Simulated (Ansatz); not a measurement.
Hypothetical zinc blende BiB, alloy series

The reference is BiB in the zinc blende structure (space group F-43m, No. 216; a = 5.457 Å; a hypothetical phase, not in the database extracts checked).

The other end (x = 1) is BP in the zinc blende structure (space group F-43m, No. 216): 11.54 Å³/atom, gap 1.11 eV.

P replaces a fraction x of Bi; each row is one arrangement (x, atoms in the cell, starting space group or random), fully relaxed.

All numbers come from PBEsol in Ansatz (plane waves to 420 eV, PAW, spin-orbit coupling left out), earlier PAW set.

Notes on the quantities. mixing energy: to 0.01 eV only: unlike meshes or grids.

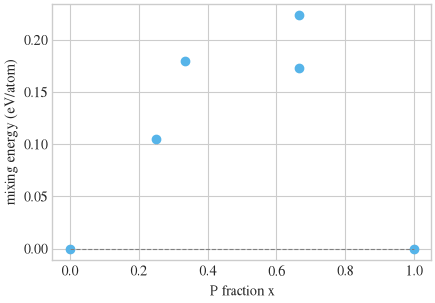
Figure: Mixing energy against P fraction x; the dashed line joins the ends

**Question.** From the plot, what is the mixing energy for x(P) = 0.333, 6 atoms, I-4m2?

**Answer.** About 0.18 eV/atom.

These are small ordered cells, not random alloys; other orderings at the same x differ. With Bi present, leaving out spin-orbit coupling can change the band edges. Whether these cells are dynamically stable was not tested. All final runs are without spin polarisation. The zero or small gap of Bi3B4P, Bi2B3P and BiB3P2 can change with the level of theory.

Ansatz is a quantum-chemistry and plane-wave program.
